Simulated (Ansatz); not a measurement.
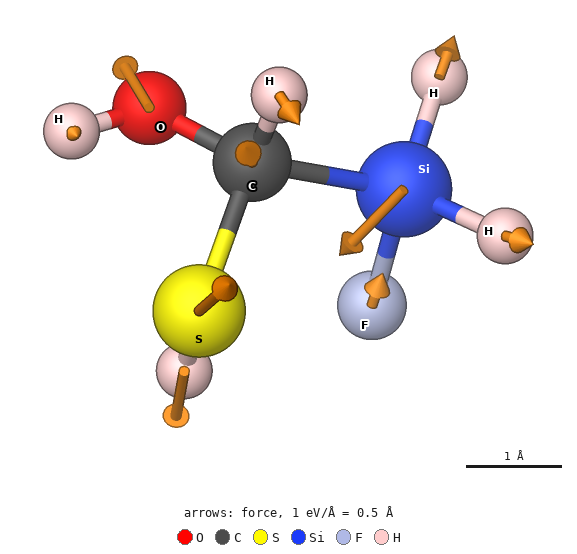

Starting geometry of CH5FOSSi (coarse preliminary run) with the computed forces as orange arrows. The picture is a ball-and-stick view, seen from a free direction.

The start comes from a force field.

Computed with RKS PBE-D4/def2-SVP (Ansatz 0.2.0). Set-up: force threshold 0.03 eV/Å; at most 200 steps.

### Is this structure relaxed? If not, where do the atoms go?

It isn't relaxed: the largest force vector, on the S atom, is 3.15 eV/Å. The final displacements have little in common with the starting forces (cosine between the two patterns 0.27). An H atom moves most after the best rigid fit: 0.33 Å. Largest moves by element: H 0.33 Å, O 0.14 Å, F 0.12 Å, S 0.10 Å, C 0.08 Å, Si 0.07 Å. Among the contacts that change: H–S 1.279 → 1.365 Å, H–Si 1.445 → 1.500 Å, F–Si 1.682 → 1.645 Å, C–O 1.370 → 1.403 Å. Among the angles between lasting bonds that change: O–C–Si 119.8° → 108.8°, O–C–H 105.4° → 113.6°, O–C–S 107.5° → 114.9°. Over 7 geometry steps the energy falls by 44.4 kJ/mol. Largest force component: 2.5 eV/Å at the start, 0.0047 eV/Å at the end. Cost: 11 s on 4 threads of Arm Neoverse V1 (shared host).
